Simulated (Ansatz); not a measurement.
**singlet CH5Si+ at 6 levels**

Aim: a comparison of 6 runs (B2PLYP/aug-cc-pVDZ, SVWN5/aug-cc-pVDZ, r2SCAN/aug-cc-pVDZ, wB97M-V/aug-cc-pVDZ, RPA@PBE/aug-cc-pVDZ, CCSD(T)/aug-cc-pVDZ) of singlet CH5Si+. 

The calculation is run with Ansatz 0.2.0.

50 further runs of the same task are left out: 50 set aside as unsound or not needed.

### Step 1. The system as given

CH5Si+ has 7 atoms, charge +1, and is taken as a singlet. SMILES of the parent species: `C[SiH2]`. The coordinates come from a PBE0-D4/def2-TZVP relaxation. That shape belongs to the parent species and isn't relaxed for this state.

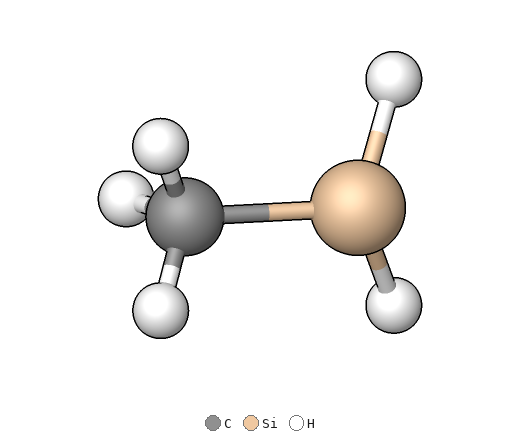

Viewed from a chosen angle; carbon grey, silicon light orange, hydrogen white.

### Step 2. The energy at B2PLYP/aug-cc-pVDZ (run 1)

input.yaml reads:

```yaml
crystal:
  periodic: [false, false, false]
  atoms:
    - {symbol: C, position_ang: [-0.122600, -0.803200, 0.095200]}
    - {symbol: Si, position_ang: [0.176200, 1.034800, 0.314000]}
    - {symbol: H, position_ang: [-0.204800, -1.054900, -0.966600]}
    - {symbol: H, position_ang: [0.699200, -1.383300, 0.519500]}
    - {symbol: H, position_ang: [-1.047100, -1.107700, 0.589500]}
    - {symbol: H, position_ang: [-0.951500, 1.846400, -0.225700]}
    - {symbol: H, position_ang: [1.450600, 1.468000, -0.326000]}
basis:
  gaussian:
    orbitals: aug-cc-pVDZ
total_charge: 1
hamiltonian:
  xc: {name: B2PLYP}
correlation:
  frozen_orbitals: {C: 1, H: 0, Si: 5}
accuracy: high
output: {orbitals: {seedname: orbitals}}
```

Run with:

```bash
$ ansatz run input.yaml --threads 1 --pin off --max-ram 3480MiB --events-out events.jsonl --progress --plain --runs-dir runs
```

Output:

```text
Warning: RAYON_NUM_THREADS=1 ignored (pool sized by the plan → 1); use --threads N
Functional definition: B2PLYP
  name "B2PLYP"
  parameter a = 0.53
  parameter c = 0.27
  exchange = (1 - a)*b88_x + a*exact_x
  correlation = (1 - c)*lyp_c + c*(mp2_os + mp2_ss)
1900 factors; integrals over basis functions are off by at most 3.9e-9 eV
mean field evaluation 1: about -8970.7756 eV, gradient 6.0e1 eV
mean field evaluation 2: about -8970.7742 eV, gradient 6.0e1 eV
mean field evaluation 4: about -8979.5625 eV, gradient 4.3e0 eV
mean field evaluation 8: about -8979.6295 eV, gradient 3.5e-2 eV
mean field evaluation 16: about -8979.6296 eV, gradient 2.6e-6 eV
mean field -8979.62955877 eV, -329.9952996733 hartree, gradient 2.4e-8 eV, S^2 0.000000; 0 other end points of the search recorded, 0 dependent functions left out
6 core orbitals not correlated: weight in the atoms' cores, before any rotation towards them, 1.000 or more for the frozen orbitals, at most 0.000 for the correlated occupied ones
reference -8979.62959237 eV, -329.9953009082 hartree; 6, 6 occupied and 83, 83 virtual orbitals, 1900 factors
second order -8.02457656 eV of doubles, -0.00000000 eV of singles
Total energy: -8981.79622805 eV, -330.0749233005 hartree
```

Wall time 10 s (1 thread of Intel Xeon Platinum 8259CL at 2.50GHz (Skylake/Cascade Lake), shared host); peak memory 0.27 GiB.

### Step 3. A single-point energy at SVWN5/aug-cc-pVDZ (run 2)

Changes to input.yaml since step 2:

```diff
@@ -11,9 +11,5 @@
 basis:
-  gaussian:
-    orbitals: aug-cc-pVDZ
+  gaussian: {orbitals: aug-cc-pVDZ}
 total_charge: 1
-hamiltonian:
-  xc: {name: B2PLYP}
-correlation:
-  frozen_orbitals: {C: 1, H: 0, Si: 5}
+hamiltonian: {xc: {name: SVWN5}}
 accuracy: high
```

Run with:

```bash
$ ansatz run input.yaml --threads 1 --pin off --max-ram 3480MiB --events-out events.jsonl --progress --plain --runs-dir runs
```

Output:

```text
Warning: RAYON_NUM_THREADS=1 ignored (pool sized by the plan → 1); use --threads N
Functional definition: SVWN5
  name "SVWN5"
  exchange = slater_x
  correlation = vwn5_c
1900 factors; integrals over basis functions are off by at most 3.9e-9 eV
mean field evaluation 1: about -8925.0330 eV, gradient 8.7e1 eV
mean field evaluation 2: about -8857.0116 eV, gradient 1.3e2 eV
mean field evaluation 4: about -8943.4407 eV, gradient 9.5e0 eV
mean field evaluation 8: about -8943.7160 eV, gradient 1.7e-1 eV
mean field evaluation 16: about -8943.7161 eV, gradient 4.7e-6 eV
mean field -8943.71612742 eV, -328.6755054142 hartree, gradient 1.9e-8 eV, S^2 0.000000; 0 other end points of the search recorded, 0 dependent functions left out
reference -8943.71613726 eV, -328.6755057759 hartree; 12, 12 occupied and 83, 83 virtual orbitals, 1900 factors
Total energy: -8943.71613726 eV, -328.6755057759 hartree
```

Run time: 4.5 s. Hardware: 1 thread of Intel Xeon Platinum 8259CL at 2.50GHz (Skylake/Cascade Lake), shared host; peak memory 0.24 GiB.

Runs 3 to 5 aren't shown in full; the table further down has their settings and results.

### Step 4. A single-point energy at CCSD(T)/aug-cc-pVDZ (run 6)

molecule.yaml reads:

```yaml
crystal:
  periodic: [false, false, false]
  atoms:
    - {symbol: C, position_ang: [-0.122600, -0.803200, 0.095200]}
    - {symbol: Si, position_ang: [0.176200, 1.034800, 0.314000]}
    - {symbol: H, position_ang: [-0.204800, -1.054900, -0.966600]}
    - {symbol: H, position_ang: [0.699200, -1.383300, 0.519500]}
    - {symbol: H, position_ang: [-1.047100, -1.107700, 0.589500]}
    - {symbol: H, position_ang: [-0.951500, 1.846400, -0.225700]}
    - {symbol: H, position_ang: [1.450600, 1.468000, -0.326000]}
basis:
  gaussian:
    orbitals: aug-cc-pVDZ
total_charge: 1
correlation:
  method: ccsd_t
  frozen_orbitals: {C: 1, H: 0, Si: 5}
accuracy: high
scf:
  omitted_lower_state_checks: [cluster_reference, increment]
```

Run with:

```bash
$ ansatz run molecule.yaml --threads 1 --pin off --max-ram 3480MiB --events-out events.jsonl --progress --plain --runs-dir runs
```

Output, cut to the lines that bear on the results:

```text
Warning: RAYON_NUM_THREADS=1 ignored (pool sized by the plan → 1); use --threads N
Functional definition: HF
  name "HF"
[...]
1900 factors; integrals over basis functions are off by at most 3.9e-9 eV
[...]
mean field -8963.07489392 eV, -329.3869269611 hartree, gradient 1.6e-8 eV, S^2 0.000000; 0 other end points of the search recorded, 0 dependent functions left out
6 core orbitals not correlated: weight in the atoms' cores, before any rotation towards them, 1.000 or more for the frozen orbitals, at most 0.000 for the correlated occupied ones
reference -8963.07489392 eV, -329.3869269611 hartree; 6, 6 occupied and 83, 83 virtual orbitals, 1900 factors
second order -6.48026844 eV of doubles, -0.00000000 eV of singles
cycle   1  -7.21206395 eV  change   -7.3e-1 eV  update   6.6e-2
[...]
cycle  22  -7.51298204 eV  change   1.7e-10 eV  update   1.3e-9
perturbative correction -0.21301134 eV, -0.0078280225 hartree
Total energy: -8970.80088730 eV, -329.6708519810 hartree
Checks for a lower state left out: cluster_reference, increment
```

It took 13 s on 1 thread of Intel Xeon Platinum 8259CL at 2.50GHz (Skylake/Cascade Lake), shared host; peak memory 0.65 GiB.

### Step 5. Overview of the runs

| run | level | frozen core orbitals | energy (Eh) | HOMO energy (eV) | LUMO energy (eV) | HOMO–LUMO gap (eV) | wall time |
| --- | --- | --- | --- | --- | --- | --- | --- |
| 1 | B2PLYP/aug-cc-pVDZ | 6 | -330.074923 | -16.99 | -9.13 | 7.86 | 10 s |
| 2 | SVWN5/aug-cc-pVDZ | – | -328.675506 | -14.64 | -11.46 | 3.19 | 4.5 s |
| 3 | r2SCAN/aug-cc-pVDZ | – | -330.192916 | -14.87 | -11.06 | 3.81 | 9.3 s |
| 4 | wB97M-V/aug-cc-pVDZ | – | -330.194046 | -18.07 | -8.34 | 9.73 | 41 s |
| 5 | RPA@PBE/aug-cc-pVDZ | 6 | -329.817749 | – | – | – | 9.6 s |
| 6 | CCSD(T)/aug-cc-pVDZ | 6 | -329.670852 | – | – | – | 13 s |

### Step 6. Summary of results

| quantity | value |
| --- | --- |
| run 6: total energy | -329.67085 Eh |
| run 6: correlation energy (6 core orbitals frozen) | -283.9 mEh |
| run 6: (T) correction | -7.83 mEh |
| run 6: T1 diagnostic | 0.012 |

What this shows: Over runs 1, 2, 3, 4 the HOMO–LUMO gap runs from 3.19 eV (SVWN5/aug-cc-pVDZ) to 9.73 eV (wB97M-V/aug-cc-pVDZ). Totals of different functionals can't be ranked against each other. All runs together took 88 s, the longest 41 s.
